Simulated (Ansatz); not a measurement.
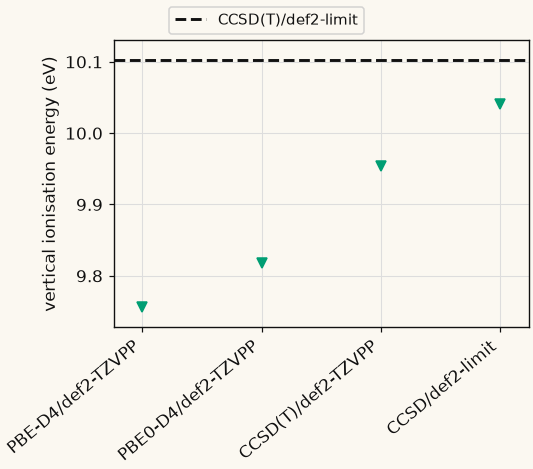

Vertical ionisation energy of CH₄Zn, SMILES [CH3][ZnH], singlet, taken as the energy of the cation less that of the neutral at fixed geometry (unrestricted doublet cation, cores frozen in correlated methods, no spin-orbit coupling), the Ansatz code 0.2.0, at a PBE0-D4/def2-TZVP geometry (a minimum by its frequencies). Choice of cores on heavy atoms: Zn/Cu 3s3p. Limit means an estimate of the basis limit from triple and quadruple zeta; for coupled cluster it is either extrapolated directly or built as the MP2 limit plus the step from MP2 in triple zeta. The distance of CCSD(T)/def2-TZVPP to the limit includes basis error.

**Which level comes closest to the line (CCSD(T)/def2-limit), and which misses most?**

Closest CCSD/def2-limit (10.04 eV), against 10.10 eV; farthest PBE-D4/def2-TZVPP (9.76 eV).

**What range do the values span, the line included?**

From 9.76 eV (PBE-D4/def2-TZVPP) to 10.10 eV (CCSD(T)/def2-limit).

Caveats, for all or some of the runs: no scalar relativity up to krypton.
